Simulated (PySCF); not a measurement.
**C6H13NO2Si: density, localisation and related maps**

```yaml
atoms:
  - { symbol: C, position_ang: [-3.8712, 0.6630, 0.0815] }
  - { symbol: C, position_ang: [-2.5477, 0.2171, 0.6053] }
  - { symbol: C, position_ang: [-1.5020, -0.1056, -0.1430] }
  - { symbol: Si, position_ang: [0.1705, -0.6279, 0.5161] }
  - { symbol: N, position_ang: [0.5928, -2.0870, -0.2856] }
  - { symbol: C, position_ang: [1.9268, -2.6439, -0.3222] }
  - { symbol: O, position_ang: [1.4056, 0.3549, -0.0423] }
  - { symbol: C, position_ang: [1.4518, 1.6575, 0.1724] }
  - { symbol: C, position_ang: [2.6556, 2.2982, -0.4712] }
  - { symbol: O, position_ang: [0.6211, 2.2511, 0.8070] }
  - { symbol: H, position_ang: [-4.1087, 1.6535, 0.4687] }
  - { symbol: H, position_ang: [-4.6560, -0.0167, 0.4147] }
  - { symbol: H, position_ang: [-3.8725, 0.6991, -1.0054] }
  - { symbol: H, position_ang: [-2.4750, 0.1674, 1.6836] }
  - { symbol: H, position_ang: [-1.6114, -0.0371, -1.2206] }
  - { symbol: H, position_ang: [0.2585, -0.5959, 1.9791] }
  - { symbol: H, position_ang: [-0.1110, -2.8083, -0.2978] }
  - { symbol: H, position_ang: [2.0437, -3.2671, -1.2107] }
  - { symbol: H, position_ang: [2.6379, -1.8242, -0.3719] }
  - { symbol: H, position_ang: [2.1532, -3.2504, 0.5610] }
  - { symbol: H, position_ang: [3.5520, 1.7487, -0.1948] }
  - { symbol: H, position_ang: [2.7371, 3.3356, -0.1618] }
  - { symbol: H, position_ang: [2.5442, 2.2449, -1.5522] }
```

Geometry: GFN2-xTB.

These are results of PBE0/pcSseg-1, SCF density, gas phase, non-relativistic (PySCF 2.14.0), not measurements.

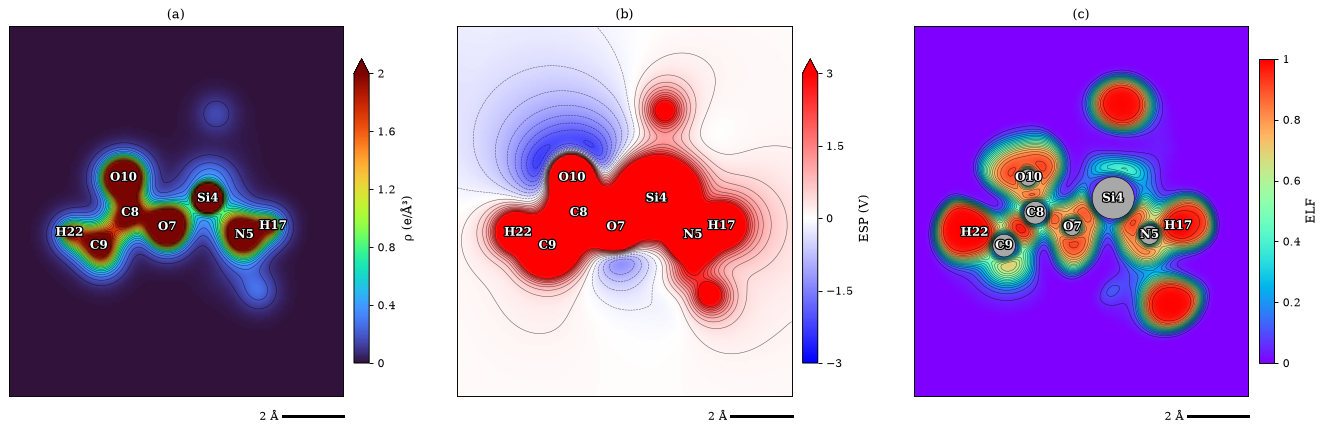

Figure 1. (a) electron density; (b) molecular electrostatic potential; (c) electron localisation function on the plane of atoms C8, C9 and H22. Grey discs cover the atomic cores in the ELF map.

Q: Read the bonding off the picture.

A: Atoms in the plane: Si, N, O, C and H.
C–O (1.20 Å): ρ is about 3.4 e/Å³ halfway; the ELF peaks at about 0.85 between the atoms: a multiple bond.
Si–O (1.67 Å): ρ is about 1.1 e/Å³ halfway; the ELF peaks at about 0.90 between the atoms, as expected for a shared but strongly polarised pair.
Si–N (1.72 Å): ρ at the midpoint is about 1.1 e/Å³; the ELF peaks at about 0.90 between the atoms; a shared but strongly polarised pair.
N–H (1.01 Å): ρ at the midpoint is about 2.8 e/Å³; the ELF climbs to about 1 towards the hydrogen, as it does in any bond to H: an ordinary covalent bond to hydrogen.
The ELF also peaks beside O7 and O10, away from the bonds: lone-pair regions.
Outside the dense part of the molecule the potential is most negative (−2.3 V) near O10.

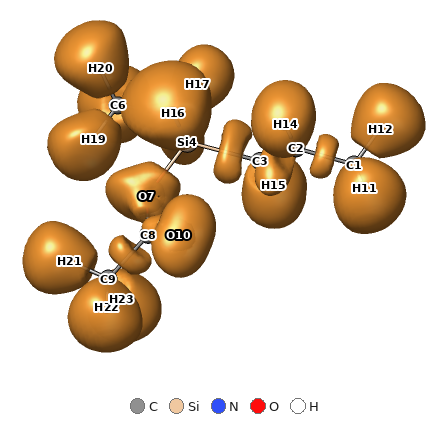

Figure 2. Isosurface of the ELF at 0.75 (orange), seen at a tilt. Only the valence region is drawn (cores and ρ < 0.01 e/Å³ removed).

Q: Where are the electrons localised?

A: At this value the surface marks out three regions between bonded C–C atoms (shared pairs), one region between bonded C–Si atoms (shared pairs), twelve regions around hydrogen nuclei, two regions on O in which the atom's valence shell and bonds are merged and one joined region spread over several atoms (H, N), in which their bonds and any lone pairs are merged.


 C–C (1.33 Å): the ELF peaks at about 0.90 between the atoms; a short, multiple covalent bond.

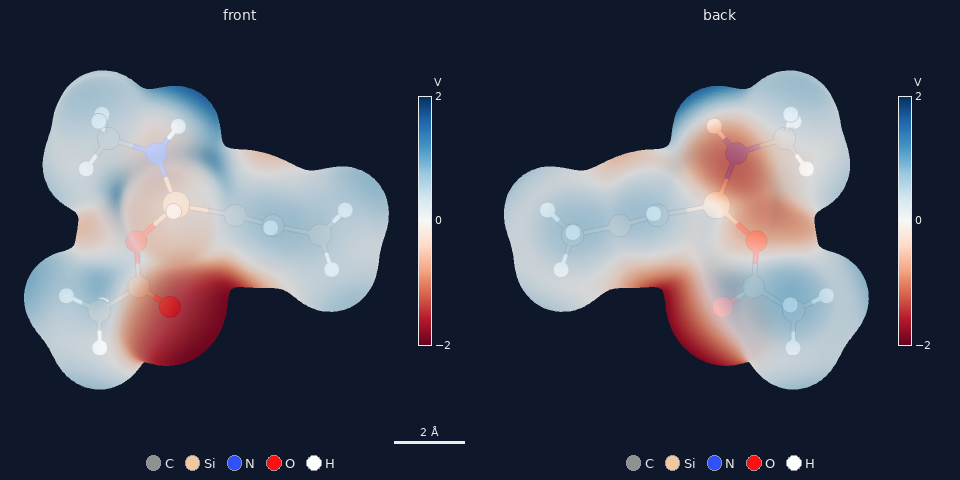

Figure 3. The electrostatic potential painted on the density surface at 0.002 e/bohr³, seen from the front and from behind; the colour scale runs from red (negative) to blue (positive).

Q: Describe the electrostatic potential map.

A: The most negative region (about −1.9 V, or −44 kcal/mol for a unit charge) lies over O10, the most positive (about +1.5 V, or +35 kcal/mol for a unit charge) over H17. O10 is the likeliest acceptor of a hydrogen bond.
